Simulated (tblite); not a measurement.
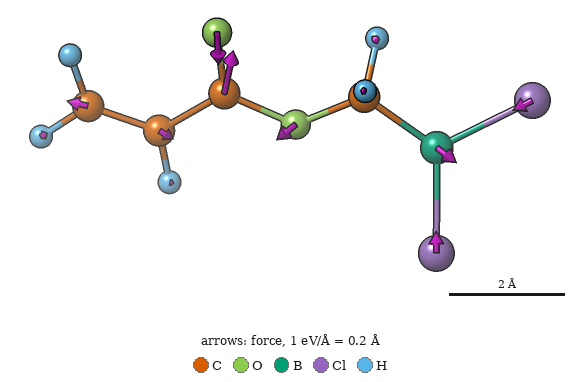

Starting geometry of C$_{4}$H$_{5}$BCl$_{2}$O$_{2}$ with the computed forces as purple arrows. A ball-and-stick model, seen at a tilt.

Level of theory: tblite 0.8.0, GFN2-xTB geometry optimisation, gas phase. 

Question: Is this structure relaxed? If not, where do the atoms go?

Answer: It isn't relaxed: the largest force vector, on a C atom, is 4.59 eV/Å. The final displacements have little in common with the starting forces (cosine between the two patterns 0.13). Over 207 geometry steps the energy falls by 37.7 kcal/mol. The largest move after the best rigid fit is that of a Cl atom, 3.52 Å. By element the largest moves are Cl 3.52 Å, H 2.35 Å, O 2.18 Å, B 1.52 Å, C 0.95 Å. Some distances before and after: B–O 4.366 → 1.565 Å, B–C 3.815 → 2.308 Å, C–O 1.363 → 1.290 Å, B–C 1.588 → 1.651 Å. New bonds form: B–O (4.37 → 1.57 Å). Bond angles that change, for instance: C–O–C 127.0° → 110.6°, B–C–H 104.9° → 115.3°, O–C–B 113.3° → 103.1°.
